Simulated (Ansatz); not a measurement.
# Run report: ZrH2SClF3, nudged elastic band

The run: nudged elastic band of ZrH2SClF3. Method and program: RKS PBE/def2-SVP (Ansatz 0.2.0).

It belongs to a series of runs on one base structure; here: band between the two ends. Figures and captions count atoms from 1; the log counts them from 0 in places.

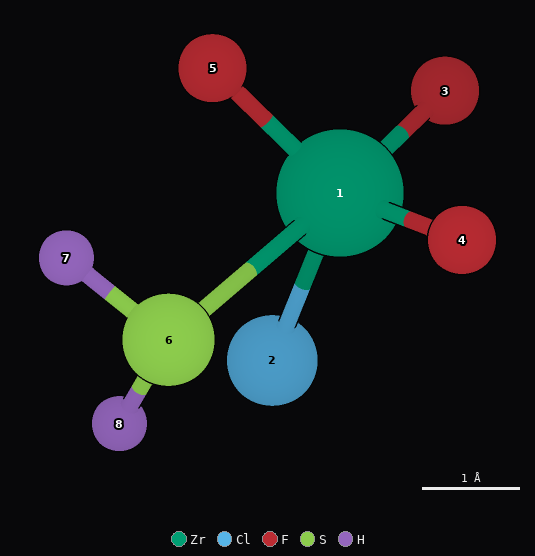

Figure 1. The starting structure (ball-and-stick view, seen at a tilt; atoms are numbered from 1 in the order of the input). Sticks mark near contacts. Bond lengths as drawn: Cl–Zr 2.39 Å, F–Zr 1.91 to 1.92 Å, H–S 1.36 Å and S–Zr 3.04 Å.

The input
```yaml
crystal:
  periodic: [false, false, false]
  atoms:
    - { symbol: Zr, position_ang: [0.021049, 0.049788, 0.042397] }
    - { symbol: Cl, position_ang: [0.363873, -0.050227, 2.40157] }
    - { symbol: F, position_ang: [1.807152, -0.079467, -0.607574] }
    - { symbol: F, position_ang: [-0.500946, 1.743591, -0.672343] }
    - { symbol: F, position_ang: [-0.75744, -1.494702, -0.787639] }
    - { symbol: S, position_ang: [-2.893086, 0.168939, 0.903436] }
    - { symbol: H, position_ang: [-3.136682, -1.148434, 0.654085] }
    - { symbol: H, position_ang: [-2.66402, -0.06229, 2.226167] }
basis:
  gaussian: { orbitals: def2-SVP }
hamiltonian:
  xc: pbe
neb:
  order_check: false
  images: 9
  f_tol: 0.05
  max_iterations: 60
  final_atoms:
    - { symbol: Zr, position_ang: [-0.17943904, 0.43804994, -0.01940931] }
    - { symbol: Cl, position_ang: [-0.23402761, 1.85665429, 1.89463165] }
    - { symbol: F, position_ang: [0.33760986, -1.37894501, 0.30819654] }
    - { symbol: F, position_ang: [1.35264282, 1.08641182, -0.95036791] }
    - { symbol: F, position_ang: [-1.53305041, 0.6748321, -1.35503933] }
    - { symbol: S, position_ang: [-2.64680323, -0.5787173, 1.32720049] }
    - { symbol: H, position_ang: [-2.81804931, -1.72496031, 0.6074272] }
    - { symbol: H, position_ang: [-2.03898307, -1.24612754, 2.34745968] }
  initial_path:
    images:
      - { positions_ang: [[0.021049, 0.049788, 0.042397], [0.363873, -0.050227, 2.40157], [1.807152, -0.079467, -0.607574], [-0.500946, 1.743591, -0.672343], [-0.75744, -1.494702, -0.787639], [-2.893086, 0.168939, 0.903436], [-3.136682, -1.148434, 0.654085], [-2.66402, -0.06229, 2.226167]] }
      - { positions_ang: [[0.01756986, 0.04024812, 0.03538188], [0.28732101, -0.03817581, 2.49670038], [1.82089389, -0.06216227, -0.61352138], [-0.58667204, 1.71738381, -0.67063177], [-0.78953032, -1.51952384, -0.76106213], [-2.85604956, 0.13409845, 0.89970406], [-3.20016547, -1.09534611, 0.54113134], [-2.45346737, -0.04932436, 2.23239662]] }
      - { positions_ang: [[0.01409071, 0.03070825, 0.02836676], [0.21076903, -0.02612462, 2.59183076], [1.83463578, -0.04485753, -0.61946875], [-0.67239809, 1.69117663, -0.66892054], [-0.82162063, -1.54434567, -0.73448526], [-2.81901311, 0.0992579, 0.89597212], [-3.26364894, -1.04225822, 0.42817768], [-2.24291475, -0.03635872, 2.23862623]] }
      - { positions_ang: [[0.01061157, 0.02116837, 0.02135163], [0.13421704, -0.01407343, 2.68696113], [1.84837767, -0.0275528, -0.62541613], [-0.75812413, 1.66496944, -0.6672093], [-0.85371095, -1.56916751, -0.70790838], [-2.78197667, 0.06441735, 0.89224018], [-3.32713242, -0.98917034, 0.31522402], [-2.03236212, -0.02339308, 2.24485585]] }
      - { positions_ang: [[0.00713242, 0.01162849, 0.01433651], [0.05766505, -0.00202224, 2.78209151], [1.86211956, -0.01024806, -0.63136351], [-0.84385017, 1.63876225, -0.66549807], [-0.88580126, -1.59398935, -0.68133151], [-2.74494022, 0.02957679, 0.88850825], [-3.39061589, -0.93608245, 0.20227036], [-1.8218095, -0.01042744, 2.25108546]] }
      - { positions_ang: [[0.00365328, 0.00208861, 0.00732139], [-0.01888693, 0.01002895, 2.87722189], [1.87586145, 0.00705667, -0.63731088], [-0.92957621, 1.61255507, -0.66378684], [-0.91789158, -1.61881118, -0.65475464], [-2.70790378, -0.00526376, 0.88477631], [-3.45409936, -0.88299456, 0.0893167], [-1.61125687, 0.00253819, 2.25731508]] }
      - { positions_ang: [[-0.03296519, 0.08928088, 0.00197525], [-0.06191507, 0.37935402, 2.68070384], [1.56821114, -0.27014366, -0.4482094], [-0.47313241, 1.50732642, -0.72110305], [-1.04092335, -1.16008253, -0.79481158], [-2.69568367, -0.11995447, 0.97326114], [-3.32688935, -1.05138771, 0.1929388], [-1.69680211, -0.24719495, 2.275344]] }
      - { positions_ang: [[-0.06958365, 0.17647315, -0.00337089], [-0.1049432, 0.74867909, 2.48418579], [1.26056082, -0.547344, -0.25910791], [-0.0166886, 1.40209777, -0.77841927], [-1.16395511, -0.70135387, -0.93486852], [-2.68346356, -0.23464518, 1.06174598], [-3.19967934, -1.21978086, 0.2965609], [-1.78234735, -0.4969281, 2.29337292]] }
      - { positions_ang: [[-0.10620212, 0.26366541, -0.00871703], [-0.14797134, 1.11800416, 2.28766775], [0.9529105, -0.82454434, -0.07000643], [0.4397552, 1.29686912, -0.83573548], [-1.28698688, -0.24262521, -1.07492546], [-2.67124345, -0.34933588, 1.15023082], [-3.07246933, -1.38817401, 0.400183], [-1.86789259, -0.74666125, 2.31140184]] }
      - { positions_ang: [[-0.14282058, 0.35085768, -0.01406317], [-0.19099947, 1.48732922, 2.0911497], [0.64526018, -1.10174467, 0.11909506], [0.89619901, 1.19164047, -0.8930517], [-1.41001865, 0.21610344, -1.21498239], [-2.65902334, -0.46402659, 1.23871565], [-2.94525932, -1.55656716, 0.5038051], [-1.95343783, -0.99639439, 2.32943076]] }
      - { positions_ang: [[-0.17943904, 0.43804994, -0.01940931], [-0.23402761, 1.85665429, 1.89463165], [0.33760986, -1.37894501, 0.30819654], [1.35264282, 1.08641182, -0.95036791], [-1.53305041, 0.6748321, -1.35503933], [-2.64680323, -0.5787173, 1.32720049], [-2.81804931, -1.72496031, 0.6074272], [-2.03898307, -1.24612754, 2.34745968]] }
```

Launched with:
```bash
ansatz run input.yaml --threads 4 --pin off --max-ram 5120MiB --backend cpu --events-out ev --progress --plain --runs-dir out
```

Output
```
Engine: ansatz 0.2.0, aarch64-unknown-linux-gnu
Functional definition: PBE
  parameter kappa = 0.804
  parameter beta = 0.06672455060314922
  exchange = pbe_x(kappa = kappa, mu = beta*pi^2/3)
  correlation = pbe_c(beta = beta)
1238 factors; their error is unknown
mean field evaluation 1: about -32794.6711 eV, gradient 6.0e1 eV
mean field evaluation 2: about -32717.5645 eV, gradient 2.3e2 eV
mean field evaluation 4: about -32800.2104 eV, gradient 1.3e1 eV
mean field evaluation 8: about -32800.5237 eV, gradient 1.3e-1 eV
mean field evaluation 16: about -32800.4636 eV, gradient 2.9e-4 eV
mean field -32800.46356917 eV, -1205.3948032144 hartree, gradient 6.5e-5 eV, S^2 0.000000; 0 other end points of the search recorded, 0 dependent functions left out
the calculation of the forces begins
reference -32800.46364689 eV, -1205.3948060704 hartree; 37, 37 occupied and 82, 82 virtual orbitals, 1238 factors
1238 factors; their error is unknown
mean field evaluation 32: about -32800.4816 eV, gradient 2.1e-3 eV
mean field -32800.48158367 eV, -1205.3954652348 hartree, gradient 4.5e-5 eV, S^2 0.000000; 0 other end points of the search recorded, 0 dependent functions left out
[... from here on the field's lines of each further geometry are left out, up to the last ...]
NEB iter   1: max|band force component| = 3.413e1 eV/Å  barrier→ = 13.5290 eV  barrier← = 13.5470 eV  Δτ_max = 0.2000 Å  (313 SCF iters)
NEB iter   2: max|band force component| = 7.893e0 eV/Å  barrier→ = 2.5728 eV  barrier← = 2.5908 eV  Δτ_max = 0.2000 Å  (301 SCF iters)
NEB iter   3: max|band force component| = 4.250e0 eV/Å  barrier→ = 1.1193 eV  barrier← = 1.1373 eV  Δτ_max = 0.2000 Å  (296 SCF iters)
NEB iter   4: max|band force component| = 1.380e0 eV/Å  barrier→ = 0.6683 eV  barrier← = 0.6863 eV  Δτ_max = 0.1952 Å  (281 SCF iters)
NEB iter   5: max|band force component| = 9.659e-1 eV/Å  barrier→ = 0.3920 eV  barrier← = 0.4100 eV  Δτ_max = 0.1968 Å  (294 SCF iters)
NEB iter   6: max|band force component| = 1.043e0 eV/Å  barrier→ = 0.3464 eV  barrier← = 0.3644 eV  Δτ_max = 0.1923 Å  (283 SCF iters)
NEB iter   7: max|band force component| = 9.778e-1 eV/Å  barrier→ = 0.3325 eV  barrier← = 0.3505 eV  Δτ_max = 0.1810 Å  (275 SCF iters)
NEB iter   8: max|band force component| = 8.431e-1 eV/Å  barrier→ = 0.3078 eV  barrier← = 0.3258 eV  Δτ_max = 0.1954 Å  (270 SCF iters)
NEB iter   9: max|band force component| = 8.502e-1 eV/Å  barrier→ = 0.2996 eV  barrier← = 0.3176 eV  Δτ_max = 0.0987 Å  (271 SCF iters)
NEB iter  10: max|band force component| = 2.115e-1 eV/Å  barrier→ = 0.2756 eV  barrier← = 0.2937 eV  CI = image 5  Δτ_max = 0.1945 Å  (262 SCF iters)
NEB iter  11: max|band force component| = 4.070e-1 eV/Å  barrier→ = 0.2476 eV  barrier← = 0.2657 eV  CI = image 5  Δτ_max = 0.0992 Å  (264 SCF iters)
NEB iter  12: max|band force component| = 2.242e-1 eV/Å  barrier→ = 0.2409 eV  barrier← = 0.2589 eV  CI = image 5  Δτ_max = 0.0987 Å  (250 SCF iters)
NEB iter  13: max|band force component| = 1.008e-1 eV/Å  barrier→ = 0.2354 eV  barrier← = 0.2534 eV  CI = image 5  Δτ_max = 0.0990 Å  (249 SCF iters)
NEB iter  14: max|band force component| = 1.075e-1 eV/Å  barrier→ = 0.2366 eV  barrier← = 0.2546 eV  CI = image 5  Δτ_max = 0.0431 Å  (243 SCF iters)
NEB iter  15: max|band force component| = 9.328e-2 eV/Å  barrier→ = 0.2363 eV  barrier← = 0.2543 eV  CI = image 5  Δτ_max = 0.0201 Å  (243 SCF iters)
NEB iter  16: max|band force component| = 6.960e-2 eV/Å  barrier→ = 0.2359 eV  barrier← = 0.2539 eV  CI = image 5  Δτ_max = 0.0499 Å  (247 SCF iters)
the calculation of the forces begins
reference -32800.45421761 eV, -1205.3944595509 hartree; 37, 37 occupied and 82, 82 virtual orbitals, 1238 factors
1238 factors; their error is unknown
mean field -32800.22820115 eV, -1205.3861535989 hartree, gradient 7.1e-5 eV, S^2 0.000000; 1 other end points of the search recorded, 0 dependent functions left out
the calculation of the forces begins
reference -32800.22827892 eV, -1205.3861564570 hartree; 37, 37 occupied and 82, 82 virtual orbitals, 1238 factors
NEB iter  17: max|band force component| = 3.767e-2 eV/Å  barrier→ = 0.2354 eV  barrier← = 0.2534 eV  CI = image 5  Δτ_max = 0.0000 Å  (509 SCF iters)
```

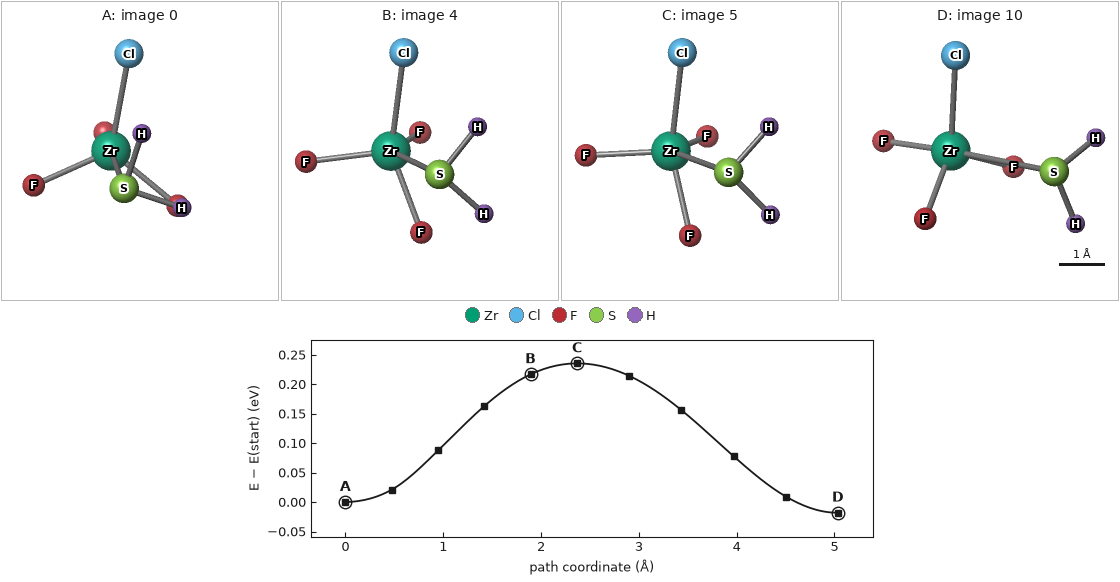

Figure 2. Images of the last band (counted from 0; ball-and-stick, seen at a tilt) above the energy along the path; the line is a cubic interpolation that uses the forces. The highest image is number 5, 0.235 eV above the start and 0.253 eV above the end (the climbing image); the end lies 0.018 eV below the start. The path is 5.04 Å long. The band converged in 17 iterations.

```
Total energy: -32800.22827892 eV, -1205.3861564570 hartree
Atom 0 at    -0.132308     0.297607    -0.027380 Å, force    -0.015398     0.008239    -0.013006 eV/Å
Atom 1 at     0.057578     1.042137     2.266797 Å, force    -0.001079     0.005166     0.008672 eV/Å
Atom 2 at     1.431463    -0.778372    -0.146808 Å, force     0.013925    -0.014312    -0.000748 eV/Å
Atom 3 at     0.140088     1.930470    -0.964070 Å, force    -0.004537     0.000925     0.001641 eV/Å
Atom 4 at    -1.249963    -0.649133    -1.294917 Å, force     0.008710    -0.001123    -0.001591 eV/Å
Atom 5 at    -2.705210    -0.336974     1.207193 Å, force     0.003767     0.014628     0.006668 eV/Å
Atom 6 at    -2.958317    -1.571158     0.687405 Å, force    -0.006754    -0.007988    -0.005020 eV/Å
Atom 7 at    -2.343432    -0.807380     2.431878 Å, force     0.001366    -0.005535     0.003383 eV/Å
Dipole moment:    -0.732165    -0.492985     0.333512 e Å
this run last wrote the band of iteration 17 to [file]
```

The last band as extended XYZ (Å, eV, eV/Å)
```
8
Properties=species:S:1:pos:R:3:forces:R:3 image=0 energy=-32800.46357
Zr    0.0210    0.0498    0.0424    0.0069  -0.0008  -0.0050
Cl    0.3639   -0.0502    2.4016    0.0001  -0.0004   0.0018
F     1.8072   -0.0795   -0.6076   -0.0040   0.0000   0.0008
F    -0.5009    1.7436   -0.6723   -0.0001   0.0070   0.0026
F    -0.7574   -1.4947   -0.7876   -0.0015  -0.0046   0.0013
S    -2.8931    0.1689    0.9034   -0.0025   0.0045  -0.0153
H    -3.1367   -1.1484    0.6541   -0.0008  -0.0028   0.0043
H    -2.6640   -0.0623    2.2262    0.0018  -0.0028   0.0093
8
Properties=species:S:1:pos:R:3:forces:R:3 image=1 energy=-32800.44244
Zr   -0.0065    0.0995    0.0383    0.0047  -0.0039  -0.0129
Cl    0.3309    0.1837    2.4024    0.0110  -0.0428   0.0125
F     1.7768   -0.2451   -0.5336    0.0119   0.0435  -0.0230
F    -0.4020    1.7897   -0.7575   -0.0334  -0.0267   0.0158
F    -0.8673   -1.3940   -0.8114    0.0231  -0.0341   0.0323
S    -2.8913    0.1325    1.0073    0.0008   0.0215  -0.0066
H    -3.1250   -1.1326    0.5564   -0.0081   0.0214  -0.0102
H    -2.5757   -0.3064    2.2583   -0.0099   0.0211  -0.0080
8
Properties=species:S:1:pos:R:3:forces:R:3 image=2 energy=-32800.37590
Zr   -0.0370    0.1533    0.0165    0.0049  -0.0240  -0.0140
Cl    0.2681    0.3969    2.3827    0.0176  -0.0670   0.0105
F     1.7266   -0.4119   -0.4236    0.0223   0.0668  -0.0360
F    -0.2624    1.8522   -0.8202   -0.0542  -0.0311   0.0219
F    -0.9657   -1.2295   -0.9513    0.0421  -0.0456   0.0566
S    -2.8834    0.0240    1.0633   -0.0148   0.0365  -0.0286
H    -3.0810   -1.2400    0.5917   -0.0093   0.0391  -0.0111
H    -2.5253   -0.4179    2.3009   -0.0087   0.0253   0.0008
8
Properties=species:S:1:pos:R:3:forces:R:3 image=3 energy=-32800.30043
Zr   -0.0671    0.1990   -0.0027   -0.0049   0.0054   0.0259
Cl    0.2049    0.6210    2.3526    0.0299  -0.0557   0.0147
F     1.6510   -0.5555   -0.3147    0.0510   0.0366  -0.0375
F    -0.1283    1.8849   -0.8847   -0.0504   0.0077   0.0090
F    -1.0527   -1.0535   -1.0903    0.0205  -0.0755   0.0318
S    -2.8374   -0.0882    1.1160   -0.0137   0.0165   0.0188
H    -3.0487   -1.3439    0.6301   -0.0171   0.0249  -0.0138
H    -2.4818   -0.5366    2.3538   -0.0152   0.0402  -0.0489
8
Properties=species:S:1:pos:R:3:forces:R:3 image=4 energy=-32800.24669
Zr   -0.0995    0.2473   -0.0164   -0.0303  -0.0114  -0.0092
Cl    0.1388    0.8470    2.3106    0.0204  -0.0206   0.0270
F     1.5496   -0.6791   -0.2168    0.0391   0.0137  -0.0226
F    -0.0047    1.9102   -0.9349   -0.0224   0.0115   0.0035
F    -1.1431   -0.8658   -1.2065    0.0227  -0.0359   0.0236
S    -2.7713   -0.2114    1.1607   -0.0105   0.0106   0.0121
H    -3.0060   -1.4591    0.6649   -0.0135   0.0122  -0.0097
H    -2.4239   -0.6619    2.3985   -0.0055   0.0198  -0.0247
8
Properties=species:S:1:pos:R:3:forces:R:3 image=5 energy=-32800.22820
Zr   -0.1323    0.2976   -0.0274   -0.0154   0.0082  -0.0130
Cl    0.0576    1.0421    2.2668   -0.0011   0.0052   0.0087
F     1.4315   -0.7784   -0.1468    0.0139  -0.0143  -0.0007
F     0.1401    1.9305   -0.9641   -0.0045   0.0009   0.0016
F    -1.2500   -0.6491   -1.2949    0.0087  -0.0011  -0.0016
S    -2.7052   -0.3370    1.2072    0.0038   0.0146   0.0067
H    -2.9583   -1.5712    0.6874   -0.0068  -0.0080  -0.0050
H    -2.3434   -0.8074    2.4319    0.0014  -0.0055   0.0034
8
Properties=species:S:1:pos:R:3:forces:R:3 image=6 energy=-32800.24931
Zr   -0.1291    0.3129   -0.0309   -0.0113   0.0042   0.0028
Cl   -0.0556    1.2567    2.1942   -0.0196   0.0272  -0.0113
F     1.2799   -0.9660    0.0006   -0.0139  -0.0243   0.0136
F     0.4258    1.8465   -1.0100    0.0365   0.0016  -0.0124
F    -1.3310   -0.4242   -1.3563   -0.0152   0.0341  -0.0160
S    -2.6611   -0.3969    1.2209    0.0076  -0.0063   0.0183
H    -2.9684   -1.6175    0.6964    0.0101  -0.0167   0.0028
H    -2.3207   -0.8843    2.4451    0.0058  -0.0199   0.0022
8
Properties=species:S:1:pos:R:3:forces:R:3 image=7 energy=-32800.30748
Zr   -0.1354    0.3597   -0.0375   -0.0067   0.0050  -0.0107
Cl   -0.1208    1.3761    2.1463   -0.0281   0.0526  -0.0166
F     1.0893   -1.0983    0.0353   -0.0433  -0.0258   0.0205
F     0.6916    1.7807   -0.9968    0.0596  -0.0163  -0.0116
F    -1.4442   -0.0973   -1.3813   -0.0207   0.0665  -0.0004
S    -2.6267   -0.4836    1.2559    0.0160  -0.0322   0.0284
H    -2.9477   -1.6810    0.6880    0.0121  -0.0290   0.0030
H    -2.2663   -1.0292    2.4502    0.0112  -0.0210  -0.0126
8
Properties=species:S:1:pos:R:3:forces:R:3 image=8 energy=-32800.38580
Zr   -0.1318    0.3857   -0.0415    0.0082   0.0223  -0.0137
Cl   -0.1639    1.5172    2.0723   -0.0294   0.0527  -0.0241
F     0.8556   -1.2415    0.1040   -0.0545  -0.0151   0.0200
F     0.9801    1.5985   -1.0026    0.0493  -0.0466   0.0018
F    -1.5098    0.2013   -1.3723   -0.0195   0.0728   0.0014
S    -2.6179   -0.5218    1.2751    0.0057  -0.0274   0.0106
H    -2.9407   -1.7067    0.6825    0.0195  -0.0271   0.0058
H    -2.2317   -1.1055    2.4426    0.0208  -0.0316  -0.0017
8
Properties=species:S:1:pos:R:3:forces:R:3 image=9 energy=-32800.45414
Zr   -0.1421    0.4111   -0.0384   -0.0067   0.0086   0.0046
Cl   -0.2026    1.6709    1.9892   -0.0161   0.0360  -0.0144
F     0.5945   -1.3394    0.1869   -0.0397  -0.0102   0.0138
F     1.2163    1.3520   -0.9874    0.0361  -0.0292  -0.0027
F    -1.5310    0.4757   -1.3610   -0.0127   0.0466  -0.0020
S    -2.6286   -0.5495    1.2883   -0.0004  -0.0152   0.0062
H    -2.8957   -1.7334    0.6664    0.0174  -0.0179  -0.0008
H    -2.1708   -1.1602    2.4160    0.0220  -0.0187  -0.0048
8
Properties=species:S:1:pos:R:3:forces:R:3 image=10 energy=-32800.48158
Zr   -0.1794    0.4380   -0.0194   -0.0071   0.0153   0.0200
Cl   -0.2340    1.8567    1.8946    0.0001  -0.0198  -0.0220
F     0.3376   -1.3789    0.3082    0.0000   0.0066  -0.0028
F     1.3526    1.0864   -0.9504    0.0005  -0.0015  -0.0007
F    -1.5331    0.6748   -1.3550    0.0065  -0.0007   0.0038
S    -2.6468   -0.5787    1.3272   -0.0033  -0.0002  -0.0127
H    -2.8180   -1.7250    0.6074    0.0015   0.0047   0.0082
H    -2.0390   -1.2461    2.3475    0.0018  -0.0042   0.0062
```

Results in brief

| quantity | value |
| --- | --- |
| outcome | converged |
| barrier, forward | 0.235 eV |
| barrier, backward | 0.253 eV |
| hardware | 4 threads of Arm Neoverse V1, 24 GiB of memory available, shared host |
| wall time | 4.4 min (CPU time 16 min) |
| peak memory | 0.18 GiB |

The order of the saddle point was not checked.
